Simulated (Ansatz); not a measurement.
Molecular dynamics of AlHCl3F (part 3 of 3)

Continued. System: AlHCl3F. Method: UKS BLYP-D4/cc-pVDZ (Ansatz 0.2.0). It belongs to a series of runs on one base structure; here: dynamics from the highest image of the converged band.

The program's output, continued:
```
md step   199: t =    99.50 fs  T =   344.9 K  F+E_penalty+E_count = -46904.10892836 eV  E_kin = 0.178335 eV  conserved = -46903.93059308 eV  (24 SCF iters, 3 dispersion substeps)
these checks for a lower state are left out or cut short: starts, cluster_reference, orbital_swaps, neighbouring_geometries, increment
1239 factors; their error is unknown
mean field -46903.72446724 eV, -1723.6800816849 hartree, gradient 1.8e-5 eV, S^2 0.000000; 0 other end points of the search recorded, 0 dependent functions left out
the calculation of the forces begins
reference -46903.72480468 eV, -1723.6800940854 hartree; 37, 37 occupied and 54, 54 virtual orbitals, 1239 factors
1239 factors; their error is unknown
mean field evaluation 1376: about -46901.3744 eV, gradient 2.4e1 eV
mean field -46903.72446724 eV, -1723.6800816849 hartree, gradient 1.7e-5 eV, S^2 0.000000; 1 other end points of the search recorded, 0 dependent functions left out
the calculation of the forces begins
reference -46903.72480468 eV, -1723.6800940854 hartree; 37, 37 occupied and 54, 54 virtual orbitals, 1239 factors
md step   200: t =   100.00 fs  T =   353.9 K  F+E_penalty+E_count = -46904.11368355 eV  E_kin = 0.182981 eV  conserved = -46903.93070285 eV  (26 SCF iters, 3 dispersion substeps)
```

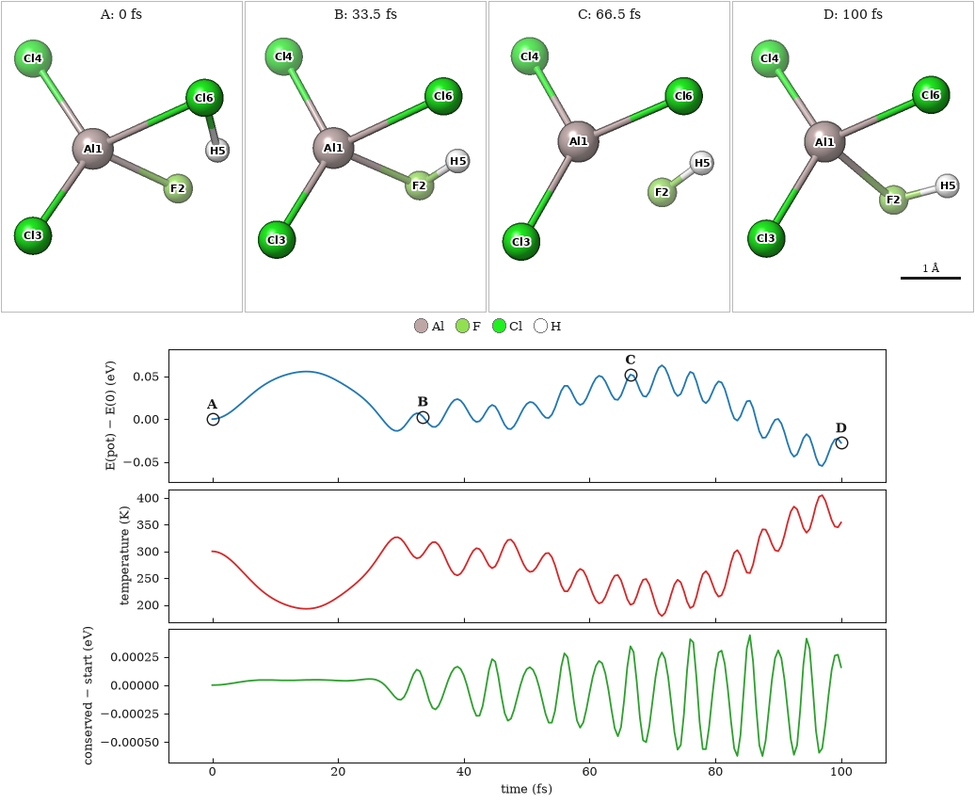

*Frames of the molecular dynamics (ball-and-stick, seen at a tilt) above the curves, on which the letters mark them.*

The trajectory kept here has 201 frames over 100 fs. The temperature starts at 300 K, ranges from 179 to 405 K and averages 271 K over the second half. The potential energy ends 0.028 eV below its first value. The conserved quantity stays within 0.0011 eV. After an unweighted best fit of the last frame on the first, the root-mean-square displacement is 0.38 Å, and H5 has moved furthest (0.63 Å).

```
Total energy: -46904.11402099 eV, -1723.6943975209 hartree
Atom 0 at    -0.051703    -0.537568     0.189803 Å, force     0.359779     0.435000    -0.094409 eV/Å
Atom 1 at    -1.095165     1.256351    -0.202900 Å, force     1.386559     0.562517    -0.644070 eV/Å
Atom 2 at    -1.049185    -1.893015    -1.110182 Å, force    -0.020465    -0.018875     0.037301 eV/Å
Atom 3 at    -0.255725    -0.510115     2.306805 Å, force    -0.076901    -0.134900     0.078762 eV/Å
Atom 4 at    -0.345632     1.792128    -0.585203 Å, force    -1.035430    -0.779010     0.568340 eV/Å
Atom 5 at     1.850650     0.335315    -0.515676 Å, force    -0.613542    -0.064732     0.054075 eV/Å
Dipole moment:    -0.131031     0.557192    -0.221464 e Å
```

Trajectory as extended XYZ (Å, eV, eV/Å), 15 of the 201 frames kept, from step=0 to step=200:
```
6
Properties=species:S:1:pos:R:3:forces:R:3 step=0 time_fs=0.0 energy=-46904.08597 temperature=300.0
Al   -0.2792   -0.4427    0.2328   -0.0070   0.0056   0.0015
F    -0.7335    1.2481   -0.3241   -0.0027  -0.0070   0.0028
Cl   -1.0087   -1.9613   -1.0563   -0.0001  -0.0006  -0.0009
Cl   -0.2652   -0.6359    2.3454    0.0015  -0.0015   0.0003
H     0.5121    1.3166   -0.6231    0.0064   0.0019  -0.0048
Cl    1.7746    0.4750   -0.5749    0.0019   0.0016   0.0011
6
Properties=species:S:1:pos:R:3:forces:R:3 step=14 time_fs=7.0 energy=-46904.05262 temperature=235.6
Al   -0.2623   -0.4345    0.2158   -0.0654  -0.9081   0.1690
F    -0.7392    1.2306   -0.2951   -0.0801   0.6883  -0.1363
Cl   -1.0166   -1.9734   -1.0786    0.1228   0.2769   0.2298
Cl   -0.2523   -0.6103    2.3430   -0.0192  -0.0247  -0.1562
H     0.4870    1.3776   -0.5289    0.0174  -0.2650  -0.1052
Cl    1.7605    0.4630   -0.5555    0.0245   0.2326  -0.0010
6
Properties=species:S:1:pos:R:3:forces:R:3 step=29 time_fs=14.5 energy=-46904.03049 temperature=192.8
Al   -0.2459   -0.4427    0.2010   -0.3519  -1.2326   0.3432
F    -0.7474    1.2292   -0.2676   -0.0931   0.6494  -0.1758
Cl   -1.0233   -1.9824   -1.0992    0.1975   0.4023   0.3361
Cl   -0.2387   -0.5833    2.3382   -0.0282  -0.0819  -0.2303
H     0.4668    1.3394   -0.4841   -0.0503   0.1078  -0.1879
Cl    1.7461    0.4532   -0.5348    0.3259   0.1550  -0.0854
6
Properties=species:S:1:pos:R:3:forces:R:3 step=43 time_fs=21.5 energy=-46904.04829 temperature=227.2
Al   -0.2365   -0.4714    0.1931   -0.3407  -0.7083   0.3616
F    -0.7568    1.2440   -0.2466    0.1586   0.2819  -0.2938
Cl   -1.0269   -1.9856   -1.1140    0.1571   0.3317   0.2877
Cl   -0.2265   -0.5592    2.3307   -0.0630  -0.1571  -0.1713
H     0.4187    1.3347   -0.5207   -0.2414   0.1370   0.0237
Cl    1.7367    0.4462   -0.5167    0.3294   0.1149  -0.2080
6
Properties=species:S:1:pos:R:3:forces:R:3 step=57 time_fs=28.5 energy=-46904.09750 temperature=322.2
Al   -0.2319   -0.5126    0.1914    0.4165  -0.2123   0.2735
F    -0.7631    1.2668   -0.2330   -0.2155   0.2541  -0.3473
Cl   -1.0286   -1.9844   -1.1251   -0.0149   0.1591   0.1447
Cl   -0.2151   -0.5372    2.3210   -0.1717  -0.2012  -0.0162
H     0.2617    1.3907   -0.5461   -0.0838   0.1265   0.1378
Cl    1.7314    0.4406   -0.5012    0.0695  -0.1263  -0.1925
6
Properties=species:S:1:pos:R:3:forces:R:3 step=71 time_fs=35.5 energy=-46904.09509 temperature=317.2
Al   -0.2202   -0.5571    0.1942    0.9084   0.6007   0.0221
F    -0.7798    1.2947   -0.2259   -0.5698   0.1236  -0.2035
Cl   -1.0305   -1.9811   -1.1342   -0.1667  -0.0480  -0.0101
Cl   -0.2061   -0.5179    2.3112   -0.2438  -0.2445   0.1960
H     0.1585    1.5184   -0.5456    0.1197  -0.1585   0.1449
Cl    1.7272    0.4333   -0.4882   -0.0478  -0.2734  -0.1495
6
Properties=species:S:1:pos:R:3:forces:R:3 step=86 time_fs=43.0 energy=-46904.08409 temperature=296.0
Al   -0.1910   -0.5937    0.1977    0.8701   0.9491  -0.1886
F    -0.8121    1.3283   -0.2238   -1.0371  -0.3089   0.1037
Cl   -1.0349   -1.9781   -1.1440   -0.1948  -0.1095  -0.0335
Cl   -0.1999   -0.5008    2.3036   -0.2676  -0.2716   0.3613
H     0.0985    1.5735   -0.4760    0.6797   0.0725  -0.1325
Cl    1.7222    0.4215   -0.4765   -0.0504  -0.3316  -0.1104
6
Properties=species:S:1:pos:R:3:forces:R:3 step=100 time_fs=50.0 energy=-46904.06828 temperature=266.1
Al   -0.1494   -0.6107    0.1977    0.1395   0.8963  -0.2845
F    -0.8558    1.3548   -0.2232    1.1012  -0.2392  -0.1427
Cl   -1.0414   -1.9767   -1.1534   -0.0507   0.0031   0.1093
Cl   -0.1977   -0.4887    2.3012   -0.2225  -0.2962   0.3726
H     0.1462    1.5678   -0.3948   -1.0846  -0.2940   0.1154
Cl    1.7170    0.4068   -0.4674    0.1170  -0.0700  -0.1702
6
Properties=species:S:1:pos:R:3:forces:R:3 step=114 time_fs=57.0 energy=-46904.05219 temperature=234.8
Al   -0.1041   -0.6136    0.1930   -0.2849   0.2423  -0.1950
F    -0.8924    1.3723   -0.2229   -1.0960  -0.7474   0.2241
Cl   -1.0486   -1.9751   -1.1614    0.0934   0.2018   0.3038
Cl   -0.1986   -0.4804    2.3037   -0.2219  -0.2838   0.2279
H     0.0372    1.5479   -0.3284    1.1315   0.5969  -0.3153
Cl    1.7134    0.3904   -0.4604    0.3778  -0.0098  -0.2455
6
Properties=species:S:1:pos:R:3:forces:R:3 step=129 time_fs=64.5 energy=-46904.06347 temperature=255.6
Al   -0.0627   -0.6106    0.1845   -0.8647   0.0352   0.0318
F    -0.9329    1.3762   -0.2198   -0.0106  -0.4960   0.0713
Cl   -1.0549   -1.9706   -1.1654    0.2180   0.3297   0.4292
Cl   -0.2027   -0.4757    2.3095   -0.1864  -0.2905  -0.0059
H    -0.0177    1.6629   -0.3474    0.0954   0.1640  -0.1189
Cl    1.7155    0.3735   -0.4568    0.7483   0.2576  -0.4074
6
Properties=species:S:1:pos:R:3:forces:R:3 step=143 time_fs=71.5 energy=-46904.02313 temperature=179.0
Al   -0.0393   -0.6062    0.1769   -1.0343   0.1270   0.2324
F    -0.9667    1.3673   -0.2153    1.3411   0.3434  -0.3020
Cl   -1.0579   -1.9619   -1.1634    0.2371   0.3392   0.4338
Cl   -0.2091   -0.4754    2.3150   -0.1591  -0.2924  -0.1932
H    -0.0991    1.8287   -0.4165   -1.2828  -0.8639   0.3082
Cl    1.7275    0.3612   -0.4590    0.8980   0.3467  -0.4791
6
Properties=species:S:1:pos:R:3:forces:R:3 step=157 time_fs=78.5 energy=-46904.06740 temperature=263.0
Al   -0.0326   -0.6002    0.1733   -0.6839   0.2753   0.3164
F    -0.9956    1.3521   -0.2117    0.0446  -0.2141  -0.0580
Cl   -1.0579   -1.9487   -1.1557    0.1667   0.2676   0.3510
Cl   -0.2177   -0.4790    2.3180   -0.1507  -0.2700  -0.2915
H    -0.2568    1.9063   -0.4718   -0.0346  -0.2528   0.0718
Cl    1.7509    0.3530   -0.4673    0.6580   0.1940  -0.3897
6
Properties=species:S:1:pos:R:3:forces:R:3 step=171 time_fs=85.5 energy=-46904.06451 temperature=259.3
Al   -0.0375   -0.5893    0.1751   -0.1669   0.4704   0.2660
F    -1.0263    1.3298   -0.2089   -1.4353  -1.4862   0.6035
Cl   -1.0556   -1.9321   -1.1434    0.0648   0.1482   0.2219
Cl   -0.2283   -0.4861    2.3172   -0.1394  -0.2325  -0.2689
H    -0.3717    1.9003   -0.5070    1.4859   1.0877  -0.6019
Cl    1.7828    0.3473   -0.4807    0.1910   0.0124  -0.2206
6
Properties=species:S:1:pos:R:3:forces:R:3 step=186 time_fs=93.0 energy=-46904.12713 temperature=378.6
Al   -0.0467   -0.5679    0.1818    0.2422   0.5788   0.0952
F    -1.0627    1.2956   -0.2054   -0.3765  -0.6582   0.1903
Cl   -1.0523   -1.9121   -1.1270   -0.0140   0.0307   0.0967
Cl   -0.2417   -0.4972    2.3127   -0.1148  -0.1837  -0.1170
H    -0.3906    1.8601   -0.5485    0.5560   0.3235  -0.2149
Cl    1.8198    0.3416   -0.4983   -0.2929  -0.0910  -0.0502
6
Properties=species:S:1:pos:R:3:forces:R:3 step=200 time_fs=100.0 energy=-46904.11368 temperature=353.9
Al   -0.0517   -0.5376    0.1898    0.3598   0.4350  -0.0944
F    -1.0952    1.2564   -0.2029    1.3866   0.5625  -0.6441
Cl   -1.0492   -1.8930   -1.1102   -0.0205  -0.0189   0.0373
Cl   -0.2557   -0.5101    2.3068   -0.0769  -0.1349   0.0788
H    -0.3456    1.7921   -0.5852   -1.0354  -0.7790   0.5683
Cl    1.8506    0.3353   -0.5157   -0.6135  -0.0647   0.0541
```

The run was set up as follows.

Input:
```yaml
crystal:
  periodic: [false, false, false]
  atoms:
    - { symbol: Al, position_ang: [-0.279201, -0.442676, 0.232814] }
    - { symbol: F, position_ang: [-0.733549, 1.248102, -0.324068] }
    - { symbol: Cl, position_ang: [-1.008731, -1.96128, -1.056283] }
    - { symbol: Cl, position_ang: [-0.265202, -0.635858, 2.345404] }
    - { symbol: H, position_ang: [0.512145, 1.316569, -0.62307] }
    - { symbol: Cl, position_ang: [1.774637, 0.475042, -0.574896] }
magnetization:
  spin_polarized: true
basis:
  gaussian: { orbitals: cc-pVDZ }
hamiltonian:
  xc: blyp
  dispersion: d4
md:
  timestep: 0.5
  n_steps: 200
  ensemble: nve
  temperature: 300.0
  initial_velocities: maxwell_boltzmann
  seed: 9298
```

Command:
```bash
ansatz run input.yaml --threads 2 --pin off --max-ram 3072MiB --backend cpu --events-out ev --progress --plain --runs-dir out
```

Summary:

```json
{"quantity": "outcome", "value": "finished"}
{"quantity": "mean temperature over the second half", "value": "271 K"}
{"quantity": "trajectory", "value": "200 steps, 100 fs"}
{"quantity": "ensemble", "value": "nve"}
{"quantity": "temperature in the input", "value": "300.0 K"}
{"quantity": "time step", "value": "0.5 fs"}
{"quantity": "potential energy (last step)", "value": "−46904.1140 eV"}
{"quantity": "mean-field energy (last step)", "value": "−46903.7248 eV"}
{"quantity": "largest force (length of the vector) (last step)", "value": "1.629 eV/Å"}
{"quantity": "hardware", "value": "2 threads of Intel Xeon (Granite Rapids), 16 GiB of memory available, shared host"}
{"quantity": "wall time", "value": "4.7 min (CPU time 9.1 min)"}
{"quantity": "peak memory", "value": "0.19 GiB"}
```

Notes:

So short a trajectory is not equilibrated.
